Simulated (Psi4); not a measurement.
# UB3LYP/6-31G(d) (spherical functions) run of SiNHF3 (SMILES [NH][Si](F)(F)F)

What is the energy change on altering one bond length of SiNHF3 at UB3LYP/6-31G* (spherical functions)? 

The results are computed with Psi4 1.11.

4 further runs of the same task are left out: 3 that didn't finish, 1 set aside as unsound or not needed.

## Step 1: The molecule

SiNHF3: 6 atoms, total charge 0, spin state doublet. As SMILES, `[NH][Si](F)(F)F`. The shape is that of a PBE0-D4/def2-TZVP optimisation.

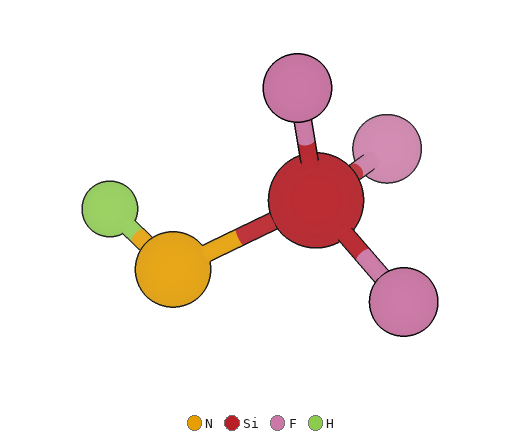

The structure, seen from a chosen angle (nitrogen amber, silicon red, fluorine pink, hydrogen green).

## Step 2: Energy and forces at UB3LYP/6-31G(d) (spherical functions)

Input file f3hnsi.in:

```
memory 2.2 GB

molecule {
  0 2
  N
  Si 1 1.72336
  F 2 1.567525 1 109.35567
  F 2 1.573461 3 107.79054 1 121.3266
  F 2 1.573303 3 107.8234 4 117.44712
  H 1 1.02148 2 114.2715 3 179.52235
  units angstrom
  symmetry c1
}

set basis 6-31G*
set reference uks
set puream true
set e_convergence 1e-09
set d_convergence 1e-08
set scf_type pk
set dft_radial_points 99
set dft_spherical_points 590
set maxiter 100

e, wfn = gradient("b3lyp", return_wfn=True)
oeprop(wfn, "MAYER_INDICES", "LOWDIN_CHARGES", "QUADRUPOLE", title="B3LYP")
```

The run is started by

```
$ psi4 -i f3hnsi.in -o f3hnsi.out -n 1
```

f3hnsi.out:

```text
[...]
  Running in c1 symmetry.
[...]
  Nuclear repulsion =  256.064937016476563
[...]
  Multiplicity = 2
[...]
  Nalpha       = 25
  Nbeta        = 24
[...]
    Number of basis functions: 76
[...]
   @UKS iter   1:  -644.31923666841760   -4.86644e-01   9.24933e-03 DIIS/ADIIS
[...]
   @UKS iter  12:  -644.49883780783910   -2.84217e-12   5.36182e-09 DIIS
[...]
   @S^2 Observed:                7.525243512E-01
[...]
    Orbital Energies [Eh]
    ---------------------
    Alpha Occupied:
       1A    -66.249202     2A    -24.716241     3A    -24.716175
       4A    -24.710294     5A    -14.385551     6A     -5.394550
       7A     -3.754764     8A     -3.754498     9A     -3.752041
      10A     -1.235560    11A     -1.208898    12A     -1.204977
      13A     -0.881723    14A     -0.593223    15A     -0.525143
      16A     -0.523836    17A     -0.511437    18A     -0.467727
      19A     -0.466456    20A     -0.458790    21A     -0.448659
      22A     -0.436210    23A     -0.425541    24A     -0.357101
      25A     -0.337181
    Alpha Virtual:
[...]
  @UKS Final Energy:  -644.49883780783910
   => Energetics <=
    Nuclear Repulsion Energy =            256.0649370164765628
    One-Electron Energy =               -1404.0242492264912926
    Two-Electron Energy =                 551.7509992299159194
    DFT Exchange-Correlation Energy =     -48.2905248277402421
    Empirical Dispersion Energy =           0.0000000000000000
    VV10 Nonlocal Energy =                  0.0000000000000000
    Total Energy =                       -644.4988378078390951
[...]
  -Total Gradient:
     Atom            X                  Y                   Z
    ------   -----------------  -----------------  -----------------
       1       -0.000026402793     0.002983668154     0.007045953343
       2        0.000082872530     0.000441621199     0.006188619416
       3        0.000009352075     0.014890594088    -0.004760007001
       4        0.012666838657    -0.007456682374    -0.005323495853
       5       -0.012719258169    -0.007491383444    -0.005319688964
       6        0.000030142676    -0.003485450469     0.002194114936
[...]
 Multipole Moments:
 ------------------------------------------------------------------------------------
     Multipole            Electronic (a.u.)      Nuclear  (a.u.)        Total (a.u.)
 ------------------------------------------------------------------------------------
 L = 1.  Multiply by 2.5417464519 to convert [e a0] to [Debye]
 Dipole X            :          0.0027502           -0.0080098           -0.0052596
 Dipole Y            :         -0.3045966            0.9231048            0.6185083
 Dipole Z            :          3.0798552           -3.4766614           -0.3968062
 Magnitude           :                                                    0.7348709
 L = 2.  Multiply by 1.3450342976 to convert [e a0^2] to [Debye ang]
 Quadrupole XX       :       -130.2654459          105.3650256          -24.9004203
 Quadrupole XY       :          0.0021271           -0.0053027           -0.0031756
[...]
```

Run time: 29 s. Hardware: 1 thread of Intel Xeon Platinum 8259CL at 2.50GHz (Skylake/Cascade Lake), shared host; peak memory 0.89 GiB.

## Step 3: The distorted shape: the energy at UB3LYP/6-31G(d) (spherical functions)

Input file input.dat:

```
memory 2200 MB

molecule m {
  0 2
  N     -0.749948     0.222854     1.887058
  Si     0.418152    -0.471346     0.827058
  F     -0.087100     0.387600    -1.812600
  F      0.347652    -2.043146     0.842958
  F      1.876852    -0.022146     1.208758
  H     -0.640748    -0.046346     2.866358
  symmetry c1
  no_reorient
  no_com
}

set basis 6-31G*
set reference uks
set puream true
set e_convergence 1e-09
set d_convergence 1e-08
set scf_type pk
set dft_radial_points 99
set dft_spherical_points 590
set maxiter 100

e_tot = energy('b3lyp')
```

The run is started by

```
$ psi4 -i input.dat -o output.dat -n 1
```

output.dat:

```text
[...]
  Running in c1 symmetry.
[...]
  Nuclear repulsion =  223.153999925431322
[...]
  Multiplicity = 2
[...]
  Nalpha       = 25
  Nbeta        = 24
[...]
    Number of basis functions: 76
[...]
   @UKS iter   1:  -643.97552885401024   -5.59237e-01   1.10939e-02 ADIIS/DIIS
[...]
   @UKS iter  22:  -644.29202025682343   -1.36424e-12   7.05988e-09 DIIS
[...]
   @S^2 Observed:                7.537905879E-01
[...]
    Orbital Energies [Eh]
    ---------------------
    Alpha Occupied:
       1A    -66.313083     2A    -24.764302     3A    -24.764203
       4A    -24.588968     5A    -14.428190     6A     -5.455121
       7A     -3.815457     8A     -3.814837     9A     -3.812326
      10A     -1.271401    11A     -1.252575    12A     -1.011701
      13A     -0.922076    14A     -0.624479    15A     -0.559864
      16A     -0.550969    17A     -0.521489    18A     -0.505355
      19A     -0.494475    20A     -0.483021    21A     -0.395521
      22A     -0.374010    23A     -0.307201    24A     -0.284317
      25A     -0.283781
    Alpha Virtual:
[...]
  @UKS Final Energy:  -644.29202025682343
   => Energetics <=
    Nuclear Repulsion Energy =            223.1539999254313216
    One-Electron Energy =               -1337.7725239701342161
    Two-Electron Energy =                 518.4609250516092516
    DFT Exchange-Correlation Energy =     -48.1344212637297204
    Empirical Dispersion Energy =           0.0000000000000000
    VV10 Nonlocal Energy =                  0.0000000000000000
    Total Energy =                       -644.2920202568234345
[...]
 Multipole Moments:
 ------------------------------------------------------------------------------------
     Multipole            Electronic (a.u.)      Nuclear  (a.u.)        Total (a.u.)
 ------------------------------------------------------------------------------------
 L = 1.  Multiply by 2.5417464519 to convert [e a0] to [Debye]
 Dipole X            :        -36.0507419           36.2834597            0.2327178
 Dipole Y            :         37.5603620          -38.1430636           -0.5827016
 Dipole Z            :        -54.1077651           56.3263485            2.2185834
 Magnitude           :                                                    2.3056043
[...]
```

It took 34 s on 1 thread of Intel Xeon Platinum 8259CL at 2.50GHz (Skylake/Cascade Lake), shared host; peak memory 0.83 GiB.

## Step 4: Summary of results

Level: UB3LYP/6-31G* (spherical functions).

```
                                                          quantity          value
                                         first shape: total energy  -644.49884 Eh
                                        first shape: dipole moment         1.87 D
                   first shape: HOMO energy (highest over α and β)       -8.59 eV
                    first shape: LUMO energy (lowest over α and β)       -4.61 eV
                                                 first shape: ⟨S²⟩          0.753
                             first shape: largest force on an atom     0.807 eV/Å
                                     distorted shape: total energy  -644.29202 Eh
                                    distorted shape: dipole moment         5.86 D
               distorted shape: HOMO energy (highest over α and β)       -7.68 eV
                distorted shape: LUMO energy (lowest over α and β)       -5.66 eV
                                             distorted shape: ⟨S²⟩          0.754
energy change with the Si2–F3 bond stretched from 1.568 to 2.821 Å       5.628 eV
```

What this shows: With the Si2–F3 bond stretched from 1.568 to 2.821 Å the energy rises by 5.63 eV (543 kJ/mol). The first shape isn't relaxed at this level, so the change isn't measured from a minimum. The largest force (first shape) is 0.81 eV/Å: the shape isn't a stationary point for this species at this level.
